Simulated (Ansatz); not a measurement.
Geometry relaxation, with input and output: CH5AlBNS (part 1 of 2)

The run: geometry relaxation of CH5AlBNS. Method and program: RKS PBE0-D4/def2-TZVP (Ansatz 0.2.0).

The geometry: PBE-D4/def2-SVP start. Figures and captions count atoms from 1; the log counts them from 0 in places.

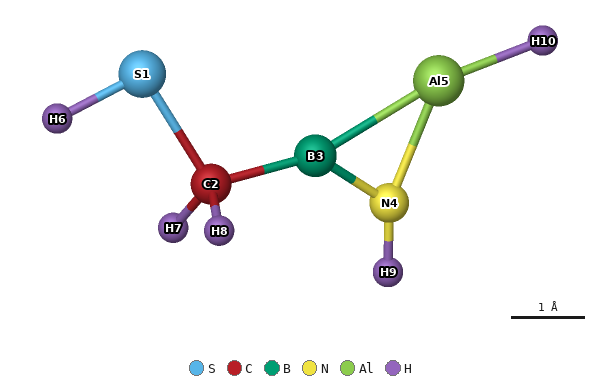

Fig. 1: The input geometry (ball-and-stick view, seen at a tilt; atoms are numbered from 1 in the order of the input). Sticks mark near contacts.

Results in brief

```csv
quantity,value
outcome,converged
total energy,−20708.1972 eV
mean-field energy,−20708.0054 eV
dispersion energy,−0.1918 eV
SCF solution under orbital rotations,stable
largest force (length of the vector) at the end,0.003 eV/Å
dipole moment,2.35 D
hardware,"4 threads of Arm Neoverse V2, 108 GiB of memory available, shared host"
wall time,66 s (CPU time 4.1 min)
peak memory,0.52 GiB
```

Input
```yaml
crystal:
  periodic: [false, false, false]
  atoms:
    - {symbol: S, position_ang: [-0.916572, 1.834567, 1.350824]}
    - {symbol: C, position_ang: [-0.235567, 0.141932, 1.155373]}
    - {symbol: B, position_ang: [0.171785, -0.095930, -0.343451]}
    - {symbol: N, position_ang: [0.429659, -1.226089, -1.143870]}
    - {symbol: Al, position_ang: [0.685418, 0.223105, -2.272269]}
    - {symbol: H, position_ang: [-1.224949, 1.744724, 2.678493]}
    - {symbol: H, position_ang: [-0.976423, -0.625303, 1.473754]}
    - {symbol: H, position_ang: [0.673402, 0.012040, 1.785639]}
    - {symbol: H, position_ang: [0.378670, -2.217137, -0.865964]}
    - {symbol: H, position_ang: [1.097677, 0.156991, -3.815529]}
basis:
  gaussian: {orbitals: def2-TZVP}
hamiltonian: {xc: pbe0, dispersion: d4}
relax: {f_tol: 0.005, max_steps: 150}
```

Launched with:
```bash
ansatz run in.yaml --threads 4 --pin off --events-out ev --progress --plain --max-ram 10444MiB
```

Log
```
Functional definition: PBE0
  name "PBE0"
  cite "Adamo & Barone, J. Chem. Phys. 110, 6158 (1999) doi:10.1063/1.478522"
  cite "Perdew, Burke & Ernzerhof, Phys. Rev. Lett. 77, 3865 (1996) doi:10.1103/PhysRevLett.77.3865"
  parent pbe
  parameter a = 0.25
  parameter kappa = 0.804
  parameter beta = 0.06672455060314922
  exchange = (1 - a)*pbe_x(kappa = kappa, mu = beta*pi^2/3) + a*exact_x
  correlation = pbe_c(beta = beta)
1274 factors; their error is unknown
mean field evaluation 1: about -20695.6691 eV, gradient 7.3e1 eV
mean field evaluation 2: about -20646.8673 eV, gradient 1.4e2 eV
mean field evaluation 4: about -20707.5931 eV, gradient 1.2e1 eV
mean field evaluation 8: about -20707.9198 eV, gradient 3.1e-1 eV
mean field evaluation 16: about -20707.9535 eV, gradient 2.7e-4 eV
mean field -20707.95352309 eV, -761.0032556184 hartree, gradient 1.9e-5 eV, S^2 0.000000; 0 other end points of the search recorded, 0 dependent functions left out
the calculation of the forces begins
reference -20707.95355809 eV, -761.0032569049 hartree; 26, 26 occupied and 171, 171 virtual orbitals, 1274 factors
relax step   1: F+E_penalty+E_count = -20708.14434091 eV  Δ(F+E_penalty+E_count) = +0.000e0 eV  max|allowed force component| = 6.426e-1 eV/Å  Δτ_max = 0.0000 Å  (30 SCF iters, accepted)
these checks for a lower state are left out or cut short: starts, cluster_reference, orbital_swaps, neighbouring_geometries, increment
1274 factors; their error is unknown
mean field -20707.99419830 eV, -761.0047504050 hartree, gradient 1.9e-5 eV, S^2 0.000000; 0 other end points of the search recorded, 0 dependent functions left out
[... from here on the field's lines of each further geometry are left out, up to the last ...]
relax step   2: F+E_penalty+E_count = -20708.18585626 eV  Δ(F+E_penalty+E_count) = -4.152e-2 eV  max|allowed force component| = 3.350e-1 eV/Å  Δτ_max = 0.0251 Å  (33 SCF iters, accepted)
relax step   3: F+E_penalty+E_count = -20708.19517681 eV  Δ(F+E_penalty+E_count) = -9.321e-3 eV  max|allowed force component| = 1.126e-1 eV/Å  Δτ_max = 0.0190 Å  (32 SCF iters, accepted)
relax step   4: F+E_penalty+E_count = -20708.19516677 eV  Δ(F+E_penalty+E_count) = +1.003e-5 eV  max|allowed force component| = 8.918e-2 eV/Å  Δτ_max = 0.0200 Å  (32 SCF iters, rejected (line search))
relax step   5: F+E_penalty+E_count = -20708.19615738 eV  Δ(F+E_penalty+E_count) = -9.806e-4 eV  max|allowed force component| = 2.118e-2 eV/Å  Δτ_max = 0.0097 Å  (33 SCF iters, accepted)
relax step   6: F+E_penalty+E_count = -20708.19644918 eV  Δ(F+E_penalty+E_count) = -2.918e-4 eV  max|allowed force component| = 8.034e-3 eV/Å  Δτ_max = 0.0123 Å  (33 SCF iters, accepted)
relax step   7: F+E_penalty+E_count = -20708.19653046 eV  Δ(F+E_penalty+E_count) = -8.128e-5 eV  max|allowed force component| = 1.505e-2 eV/Å  Δτ_max = 0.0088 Å  (33 SCF iters, accepted)
relax step   8: F+E_penalty+E_count = -20708.19661003 eV  Δ(F+E_penalty+E_count) = -7.957e-5 eV  max|allowed force component| = 9.431e-3 eV/Å  Δτ_max = 0.0179 Å  (32 SCF iters, accepted)
relax step   9: F+E_penalty+E_count = -20708.19670895 eV  Δ(F+E_penalty+E_count) = -9.892e-5 eV  max|allowed force component| = 1.879e-2 eV/Å  Δτ_max = 0.0292 Å  (32 SCF iters, accepted)
relax step  10: F+E_penalty+E_count = -20708.19683910 eV  Δ(F+E_penalty+E_count) = -1.302e-4 eV  max|allowed force component| = 3.085e-2 eV/Å  Δτ_max = 0.0415 Å  (32 SCF iters, accepted)
relax step  11: F+E_penalty+E_count = -20708.19691592 eV  Δ(F+E_penalty+E_count) = -7.681e-5 eV  max|allowed force component| = 3.926e-2 eV/Å  Δτ_max = 0.0281 Å  (31 SCF iters, accepted)
relax step  12: F+E_penalty+E_count = -20708.19695607 eV  Δ(F+E_penalty+E_count) = -4.015e-5 eV  max|allowed force component| = 4.096e-2 eV/Å  Δτ_max = 0.0232 Å  (32 SCF iters, accepted)
relax step  13: F+E_penalty+E_count = -20708.19702906 eV  Δ(F+E_penalty+E_count) = -7.299e-5 eV  max|allowed force component| = 2.344e-2 eV/Å  Δτ_max = 0.0066 Å  (34 SCF iters, accepted)
relax step  14: F+E_penalty+E_count = -20708.19708354 eV  Δ(F+E_penalty+E_count) = -5.449e-5 eV  max|allowed force component| = 1.260e-2 eV/Å  Δτ_max = 0.0121 Å  (33 SCF iters, accepted)
relax step  15: F+E_penalty+E_count = -20708.19711656 eV  Δ(F+E_penalty+E_count) = -3.302e-5 eV  max|allowed force component| = 1.235e-2 eV/Å  Δτ_max = 0.0185 Å  (33 SCF iters, accepted)
relax step  16: F+E_penalty+E_count = -20708.19715543 eV  Δ(F+E_penalty+E_count) = -3.887e-5 eV  max|allowed force component| = 1.189e-2 eV/Å  Δτ_max = 0.0450 Å  (31 SCF iters, accepted)
relax step  17: F+E_penalty+E_count = -20708.19716775 eV  Δ(F+E_penalty+E_count) = -1.232e-5 eV  max|allowed force component| = 1.346e-2 eV/Å  Δτ_max = 0.0210 Å  (32 SCF iters, accepted)
relax step  18: F+E_penalty+E_count = -20708.19717838 eV  Δ(F+E_penalty+E_count) = -1.064e-5 eV  max|allowed force component| = 1.151e-2 eV/Å  Δτ_max = 0.0136 Å  (33 SCF iters, accepted)
relax step  19: F+E_penalty+E_count = -20708.19718854 eV  Δ(F+E_penalty+E_count) = -1.016e-5 eV  max|allowed force component| = 6.985e-3 eV/Å  Δτ_max = 0.0182 Å  (32 SCF iters, accepted)
relax step  20: F+E_penalty+E_count = -20708.19718681 eV  Δ(F+E_penalty+E_count) = +1.733e-6 eV  max|allowed force component| = 5.719e-3 eV/Å  Δτ_max = 0.0142 Å  (33 SCF iters, rejected (line search))
the calculation of the forces begins
reference -20708.00538155 eV, -761.0051613816 hartree; 26, 26 occupied and 171, 171 virtual orbitals, 1274 factors
relax step  21: F+E_penalty+E_count = -20708.19719118 eV  Δ(F+E_penalty+E_count) = -2.637e-6 eV  max|allowed force component| = 3.131e-3 eV/Å  Δτ_max = 0.0070 Å  (33 SCF iters, accepted)
1274 factors; their error is unknown
mean field evaluation 160: about -20707.9741 eV, gradient 2.8e-1 eV
```

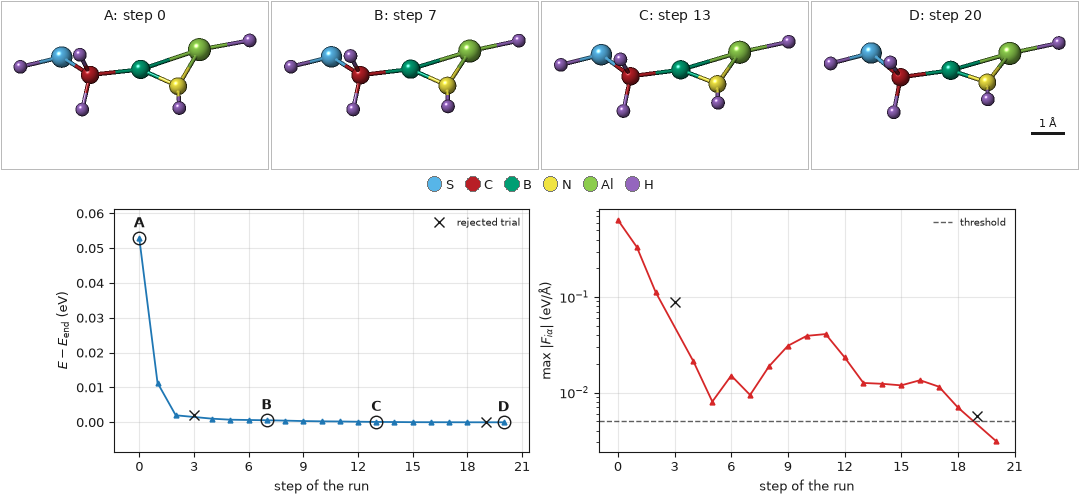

Fig. 2: Frames of the relaxation (ball-and-stick view, seen at a tilt) above the curves, on which the letters mark them (the first geometry is step 0 here and step 1 in the log).

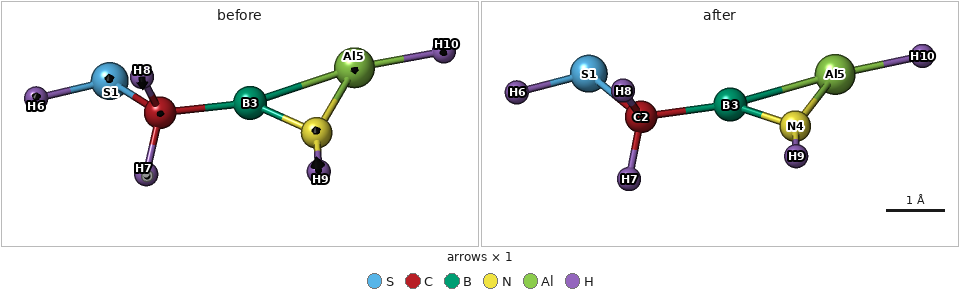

Fig. 3: Before (left) and after (right) the relaxation, at one scale (ball-and-stick view, seen at a tilt). The black arrows give the displacements, at true length. Over 20 geometry steps the energy falls by 0.053 eV. The largest force component goes from 0.64 to 0.0031 eV/Å. The line search rejected the trial steps at points 3, 19 (counted from 0) and went back. The atom that moves furthest after the best rigid fit is H9 (0.31 Å). By element the largest moves are H 0.31 Å, S 0.15 Å, N 0.14 Å, Al 0.12 Å, C 0.09 Å, B 0.06 Å. Among the contacts that change: N4–Al5 1.854 → 1.814 Å, B3–Al5 2.021 → 1.995 Å, S1–C2 1.835 → 1.810 Å, S1–H6 1.366 → 1.344 Å. Among the angles that change: B3–Al5–H10 168.5° → 172.7°, N4–Al5–H10 126.2° → 129.9°, C2–B3–Al5 162.2° → 165.0°. (Atoms are counted from 1 in the order of the input.)

```
mean field -20708.00534692 eV, -761.0051601090 hartree, gradient 5.4e-5 eV, S^2 0.000000; 1 other end points of the search recorded, 0 dependent functions left out
the calculation of the forces begins
reference -20708.00538155 eV, -761.0051613816 hartree; 26, 26 occupied and 171, 171 virtual orbitals, 1274 factors
Total energy: -20708.19722581 eV, -761.0122115283 hartree
Atom 0 at    -0.772545     1.858839     1.399169 Å, force     0.000329    -0.002476    -0.000816 eV/Å
Atom 1 at    -0.317651     0.129461     1.118584 Å, force    -0.001391     0.001185     0.001804 eV/Å
Atom 2 at     0.123404    -0.080386    -0.365745 Å, force     0.003131    -0.000568    -0.000742 eV/Å
Atom 3 at     0.555301    -1.198444    -1.093348 Å, force    -0.002954    -0.000655    -0.000012 eV/Å
Atom 4 at     0.587661     0.163108    -2.290837 Å, force    -0.000030    -0.000777     0.001242 eV/Å
Atom 5 at    -1.096862     1.751201     2.699487 Å, force     0.000176     0.000022     0.000091 eV/Å
Atom 6 at    -1.166827    -0.526630     1.335815 Å, force     0.001075     0.000935    -0.000157 eV/Å
Atom 7 at     0.506287    -0.158237     1.779774 Å, force    -0.001398     0.000131    -0.001211 eV/Å
Atom 8 at     0.667189    -2.150313    -0.761837 Å, force     0.001174     0.001992    -0.000168 eV/Å
Atom 9 at     0.997144     0.160301    -3.818061 Å, force    -0.000112     0.000211    -0.000032 eV/Å
Dipole moment:     0.110862    -0.476595    -0.027807 e Å
```

Trajectory as extended XYZ (Å, eV, eV/Å), 21 frames, from step=1 to step=21
```
10
Properties=species:S:1:pos:R:3:forces:R:3 step=1 energy=-20708.14434
S    -0.9166    1.8346    1.3508    0.0746  -0.5299   0.4970
C    -0.2356    0.1419    1.1554    0.0263  -0.1899   0.2462
B     0.1718   -0.0959   -0.3435    0.0605  -0.2664  -0.2311
N     0.4297   -1.2261   -1.1439   -0.0622   0.1893   0.1875
Al    0.6854    0.2231   -2.2723   -0.0559  -0.5486   0.2612
H    -1.2249    1.7447    2.6785    0.1194   0.0400  -0.5231
H    -0.9764   -0.6253    1.4738    0.3407   0.4600  -0.1549
H     0.6734    0.0120    1.7856   -0.4835   0.1387  -0.3050
H     0.3787   -2.2171   -0.8660    0.0362   0.6426  -0.1840
H     1.0977    0.1570   -3.8155   -0.0560   0.0641   0.2061
10
Properties=species:S:1:pos:R:3:forces:R:3 step=2 energy=-20708.18586
S    -0.9074    1.8185    1.3473    0.0310  -0.2017   0.1751
C    -0.2338    0.1377    1.1484   -0.0336   0.0082   0.1221
B     0.1708   -0.0976   -0.3447    0.0357  -0.0148  -0.1176
N     0.4283   -1.2237   -1.1364    0.0037   0.1850  -0.0372
Al    0.6822    0.2068   -2.2656   -0.0634  -0.3350   0.2614
H    -1.2136    1.7301    2.6616    0.0464   0.0140  -0.2010
H    -0.9750   -0.6094    1.4677    0.1170   0.1215  -0.0609
H     0.6607    0.0189    1.7783   -0.1412   0.0205  -0.1116
H     0.3804   -2.2022   -0.8572    0.0141   0.1743  -0.0670
H     1.0907    0.1699   -3.7963   -0.0096   0.0281   0.0367
10
Properties=species:S:1:pos:R:3:forces:R:3 step=3 energy=-20708.19518
S    -0.9021    1.8114    1.3459    0.0173  -0.0307  -0.0174
C    -0.2347    0.1378    1.1459   -0.0278   0.0423  -0.0079
B     0.1701   -0.0916   -0.3446   -0.0028   0.1126  -0.0010
N     0.4282   -1.2172   -1.1313    0.0147  -0.0154  -0.0383
Al    0.6779    0.1909   -2.2563   -0.0061  -0.0668   0.0250
H    -1.2077    1.7236    2.6512   -0.0084   0.0050   0.0249
H    -0.9730   -0.6059    1.4582   -0.0152  -0.0222   0.0073
H     0.6556    0.0160    1.7701    0.0251  -0.0109   0.0157
H     0.3828   -2.1906   -0.8522    0.0024  -0.0289  -0.0044
H     1.0859    0.1746   -3.7840    0.0007   0.0148  -0.0040
10
Properties=species:S:1:pos:R:3:forces:R:3 step=4 energy=-20708.19517 accepted=F
S    -0.8947    1.8054    1.3496   -0.0163   0.0729  -0.0300
C    -0.2368    0.1325    1.1451   -0.0096   0.0701   0.0187
B     0.1684   -0.0769   -0.3482    0.0151  -0.0569  -0.0338
N     0.4321   -1.2137   -1.1234    0.0133   0.0892  -0.0779
Al    0.6730    0.1806   -2.2631   -0.0039  -0.0436   0.0492
H    -1.2087    1.7369    2.6539    0.0063  -0.0440   0.0364
H    -0.9781   -0.6125    1.4469   -0.0142  -0.0214   0.0003
H     0.6535   -0.0003    1.7677    0.0129  -0.0074   0.0129
H     0.3902   -2.1835   -0.8351    0.0021  -0.0606   0.0177
H     1.0843    0.1805   -3.7904   -0.0057   0.0018   0.0065
10
Properties=species:S:1:pos:R:3:forces:R:3 step=5 energy=-20708.19616
S    -0.9007    1.8110    1.3496   -0.0025   0.0070   0.0043
C    -0.2359    0.1393    1.1447   -0.0027   0.0026  -0.0039
B     0.1698   -0.0841   -0.3473    0.0035   0.0212  -0.0061
N     0.4297   -1.2168   -1.1290   -0.0015  -0.0073   0.0071
Al    0.6777    0.1816   -2.2592    0.0016  -0.0133  -0.0042
H    -1.2081    1.7238    2.6552   -0.0012  -0.0010   0.0073
H    -0.9746   -0.6067    1.4533   -0.0024  -0.0045  -0.0023
H     0.6550    0.0125    1.7686    0.0029  -0.0044  -0.0008
H     0.3844   -2.1895   -0.8463    0.0023  -0.0062   0.0012
H     1.0859    0.1778   -3.7868    0.0001   0.0059  -0.0026
```
